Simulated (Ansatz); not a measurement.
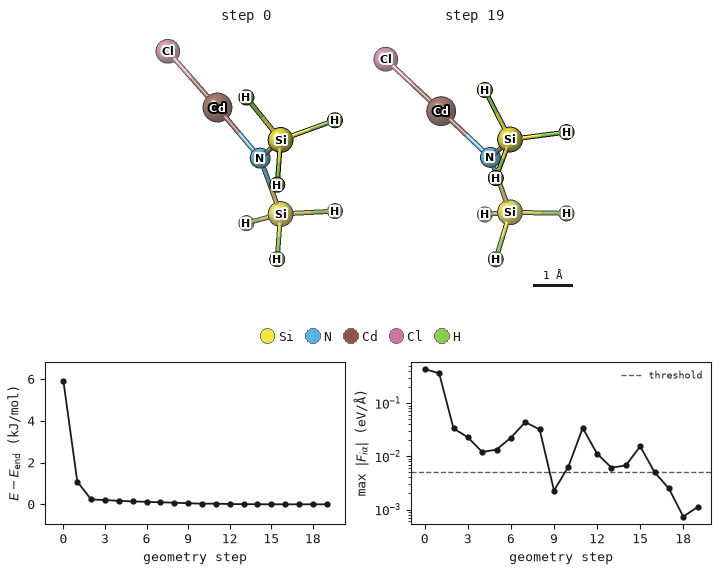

First and last geometry of a relaxation of CdSi$_{2}$NH$_{6}$Cl, with the history of the run. Style: ball-and-stick. Shown from a free direction.

The start comes from PBE-D4/def2-SVP.

All numbers below come from RKS PBE0-D4/def2-TZVP in Ansatz.

The input:
```yaml
crystal:
  periodic: [false, false, false]
  atoms:
    - {symbol: Si, position_ang: [-1.162981, -0.020428, 1.219419]}
    - {symbol: N, position_ang: [-0.028604, 0.113284, -0.114192]}
    - {symbol: Si, position_ang: [1.635550, -0.442505, -0.039441]}
    - {symbol: Cd, position_ang: [-0.741949, 0.736551, -1.908280]}
    - {symbol: Cl, position_ang: [-1.534656, 1.481888, -3.919713]}
    - {symbol: H, position_ang: [-0.525064, 0.461118, 2.499917]}
    - {symbol: H, position_ang: [-2.368969, 0.835103, 0.911024]}
    - {symbol: H, position_ang: [-1.656592, -1.429535, 1.455506]}
    - {symbol: H, position_ang: [2.382594, 0.118617, -1.226108]}
    - {symbol: H, position_ang: [1.774864, -1.946812, -0.090807]}
    - {symbol: H, position_ang: [2.291207, 0.035819, 1.233275]}
basis:
  gaussian: {orbitals: def2-TZVP}
hamiltonian: {xc: pbe0, dispersion: d4}
relax: {f_tol: 0.005, max_steps: 150}
```

Run as
```bash
ansatz run in.yaml --threads 4 --pin off --events-out ev --progress --plain --max-ram 11315MiB
```

Read the history and describe the run.

Answer. It converged. The largest moves after the best rigid fit, 0.39 Å, are those of H7 and H9. Largest moves by element: H 0.39 Å, Cl 0.37 Å, Cd 0.17 Å, N 0.06 Å, Si 0.06 Å. Some distances before and after: N2–Si3 1.756 → 1.722 Å, Cd4–Cl5 2.287 → 2.263 Å, Si1–H6 1.509 → 1.490 Å, N2–Cd4 2.029 → 2.013 Å. Over 19 geometry steps the energy falls by 5.89 kJ/mol. Largest force component: 0.43 eV/Å at the start, 0.0011 eV/Å at the end. The forces were under the threshold at step 9, but the run went on from there. Cost: 2.1 min on 4 threads of Arm Neoverse V1, with other jobs on the host.

```tsv
step	E − E(0), kJ/mol	largest force component, eV/Å
0	0.00	0.4350
1	-4.80	0.3634
2	-5.66	0.0334
3	-5.68	0.0227
4	-5.72	0.0120
5	-5.75	0.0134
6	-5.77	0.0225
7	-5.79	0.0440
8	-5.81	0.0319
9	-5.84	0.0023
10	-5.86	0.0064
11	-5.86	0.0341
12	-5.87	0.0112
13	-5.88	0.0061
14	-5.88	0.0067
15	-5.89	0.0154
16	-5.89	0.0050
17	-5.89	0.0025
18	-5.89	0.0007
19	-5.89	0.0011
```
